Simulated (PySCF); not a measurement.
Sn(Cl)(Br)(Et)2, SMILES C[CH2][Sn]([Cl])([Br])[CH2]C (C4H10BrClSn), singlet, GFN2-xTB optimised geometry. Atoms within 1.6 Å of the plane z = 1.2 Å (x, y, z in Å): Sn3 (-0.39, -0.70, 0.00), Cl4 (-1.09, -1.47, 2.12), Br5 (-1.06, 1.74, 0.00), C6 (1.90, -0.70, 0.00), C7 (2.46, 0.18, 1.09), H8 (-3.55, -1.62, -0.39), H13 (2.18, -1.74, 0.13), H15 (3.55, 0.15, 1.05), H16 (2.15, 1.22, 0.96), H17 (2.14, -0.16, 2.07).

Calculation: PBE0/def2-SVP, def2 effective core potentials past Kr (PySCF). The core electrons that the potentials of Sn replace are not part of the density. Cells within 0.4 Å of a nucleus heavier than hydrogen are left out (blank, or x).

Map of the log10 of the electron density (e/bohr³), floored at −4 on the plane z = 1.2 Å:

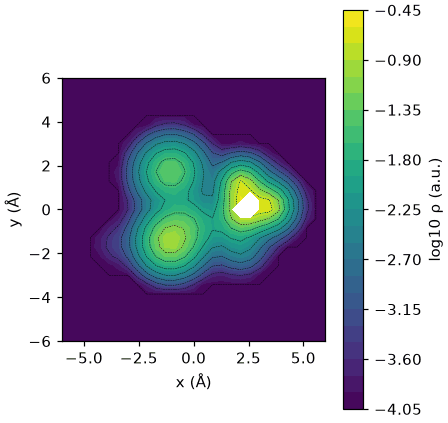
Figure. Log10 of the electron density (e/bohr³), floored at −4 on the plane z = 1.2 Å.
